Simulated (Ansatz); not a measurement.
Hf2BeCN2 (space group P4/mmm, No. 123). Coordinates: the input geometry of an electronic-structure calculation (not necessarily at equilibrium); the starting structure was generated, so it need not be a known form of this composition.

Space group P4/mmm (No. 123). a = 3.405 Å, b = 3.405 Å, c = 5.683 Å, α = 90.00°, β = 90.00°, γ = 90.00°
```tsv
atom	site	symmetry	x	y	z
Hf	2g	4mm	0.0000	0.0000	0.2495
Be	1c	4/mmm	0.5000	0.5000	0.0000
C	1d	4/mmm	0.5000	0.5000	0.5000
N	2f	mmm.	0.0000	0.5000	0.0000
```

Describe how the polyhedra about Be are linked (bonds: Be–N below 1.9 Å).

Be: BeN4 square, sharing corners with four neighbours.

They form layers of corner-sharing squares parallel to (001). Their corner atoms also have Hf as close neighbours (those links are not drawn).

Centre to centre across a shared corner: 3.40 Å.

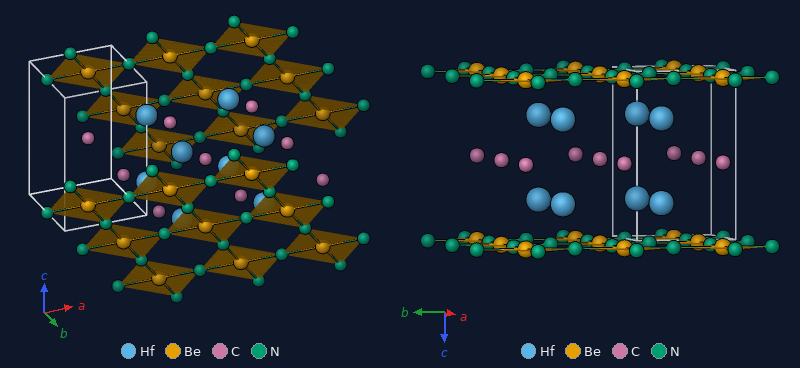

Polyhedra are drawn about Be (bonds: Be–N below 1.9 Å); other atoms are plain spheres. Two views of the same piece.
